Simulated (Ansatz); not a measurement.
## Fields on a plane of GaAs (zinc blende)

```
CELL_PARAMETERS angstrom
      0.00000     2.87304     2.87304
      2.87304     0.00000     2.87304
      2.87304     2.87304     0.00000
ATOMIC_POSITIONS crystal
  As 0.75000 0.75000 0.75000
  Ga 0.00000 0.00000 0.00000
```

The slice is a {100} plane (indices of the conventional cell) through the point (0.750, 0.750, 0.750) (fractional), spanned by u = [100] and v = [0 1 -1] in vectors of this cell: u (4.06 Å) and v (4.06 Å, at 90° to u). It covers one period; positions are fractions (u, v).

Atoms on it: As at (0.00, 0.00).

Computed with PBE (plane waves to 420 eV, PAW, scalar-relativistic; Ansatz, a first-principles code). k mesh 10×10×10. Inside the PAW spheres the values are not all-electron values, and peaks at nuclei hang on which shells count as valence. GaAs was relaxed with its symmetry unable to fall. The PAW data are Ansatz's earlier set.

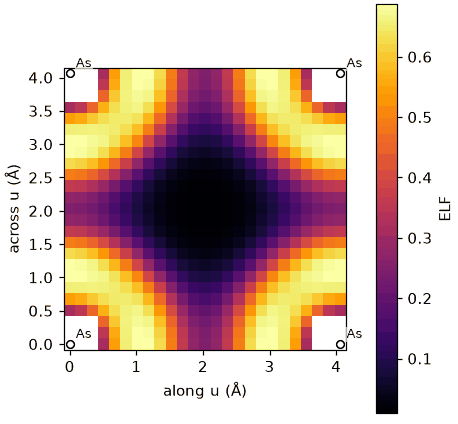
Figure: Electron localisation function (ELF), one period of the plane, atoms marked. Points within 0.5 Å of a nucleus are left white, as the pseudised field means little there.

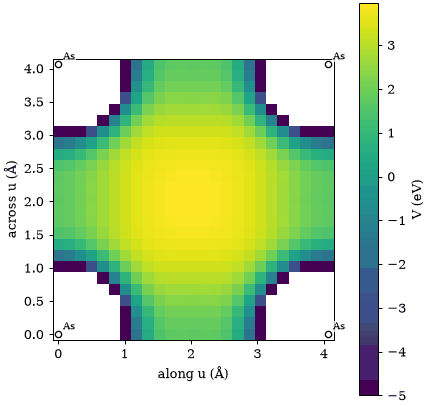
Figure: Electrostatic potential energy of an electron, from the cell's mean, in eV, one period of the plane, atoms marked. Points within 1 Å of a nucleus are left white, as the pseudised field means little there. Values under -5 eV are set to -5. The zero, the cell's mean, hangs on the PAW cores.
